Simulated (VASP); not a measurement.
Band structure of WO3 (space group P-42_1m). Method: LDA (Ceperley-Alder, Perdew-Zunger), VASP's LDA PAW potentials (set 64) (plane waves; VASP).

Unless said otherwise, spin-orbit coupling is left out, though it shifts the bands of the heavy elements here.

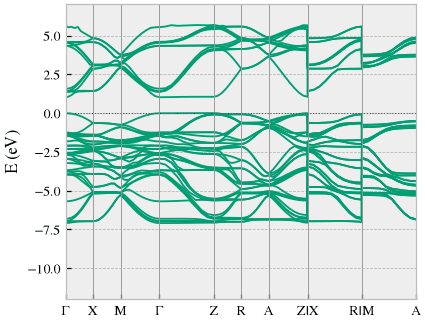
*Bands along high-symmetry lines, zero at the valence-band maximum or, without a gap, the Fermi level*

Q: Read the plot: is there a gap, and where are the band edges?

A: The gap is indirect, 1.02 eV, from the valence maximum at Z to the conduction minimum at Γ. (Edges off the drawn lines would not show.)

The structure comes from a computed database's WO3 entry (P-42_1m); how it stands against other phases isn't given here. It was relaxed first, which changed the volume by -5 %.
